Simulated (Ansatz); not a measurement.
Process, species as SMILES: [CH2]N (CH2-NH2) → C atom + 4 H atom + N atom
B3LYP-D3(BJ)/def2-TZVP geometries, fixed; electronic energies without zero-point terms.
Largest species:
```
C
H 1 1.0803
H 1 1.0803 2 118.78
N 1 1.3914 2 116.76 3 148.46
H 4 1.0089 1 115.75 2 172.11
H 4 1.0089 5 111.58 1 135.19
```
Charge 0, spin multiplicity 2.

Basis-set convergence of the atomisation energy at CCSD(T) with Ansatz (a first-principles code). Cartesian d functions, on some or all atoms, in 6-31G*, 6-31+G*; all else is spherical. Cores are frozen. Open shells are unrestricted. No added dispersion term, no relativity. Functions are those of the species that has most. Reference: Hartree-Fock in cc-pVQZ plus the correlation part extrapolated as X^-3 from cc-pVTZ and cc-pVQZ, 480.44 kcal/mol, itself unsure by roughly 2.23 kcal/mol (a third of the extrapolation step and of the last Hartree-Fock step). Deviations are taken from unrounded values.

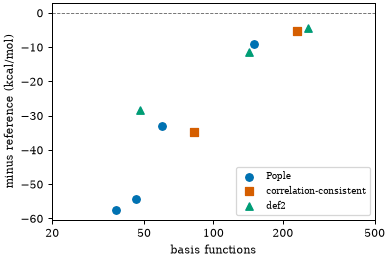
Figure: Deviation from the reference against the number of basis functions, by family of sets.

```json
[
 {"basis": "6-31G*", "functions": "38", "atomisation energy (kcal/mol)": "423.01", "minus reference (kcal/mol)": "-57.43"},
 {"basis": "6-31+G*", "functions": "46", "atomisation energy (kcal/mol)": "426.19", "minus reference (kcal/mol)": "-54.26"},
 {"basis": "def2-SVP", "functions": "48", "atomisation energy (kcal/mol)": "452.12", "minus reference (kcal/mol)": "-28.32"},
 {"basis": "6-311G**", "functions": "60", "atomisation energy (kcal/mol)": "447.45", "minus reference (kcal/mol)": "-32.99"},
 {"basis": "aug-cc-pVDZ", "functions": "82", "atomisation energy (kcal/mol)": "445.74", "minus reference (kcal/mol)": "-34.70"},
 {"basis": "def2-TZVPPD", "functions": "142", "atomisation energy (kcal/mol)": "469.05", "minus reference (kcal/mol)": "-11.39"},
 {"basis": "6-311++G(3df,3pd)", "functions": "150", "atomisation energy (kcal/mol)": "471.30", "minus reference (kcal/mol)": "-9.14"},
 {"basis": "cc-pVQZ", "functions": "230", "atomisation energy (kcal/mol)": "475.17", "minus reference (kcal/mol)": "-5.27"},
 {"basis": "def2-QZVPPD", "functions": "258", "atomisation energy (kcal/mol)": "476.06", "minus reference (kcal/mol)": "-4.38"}
]
```
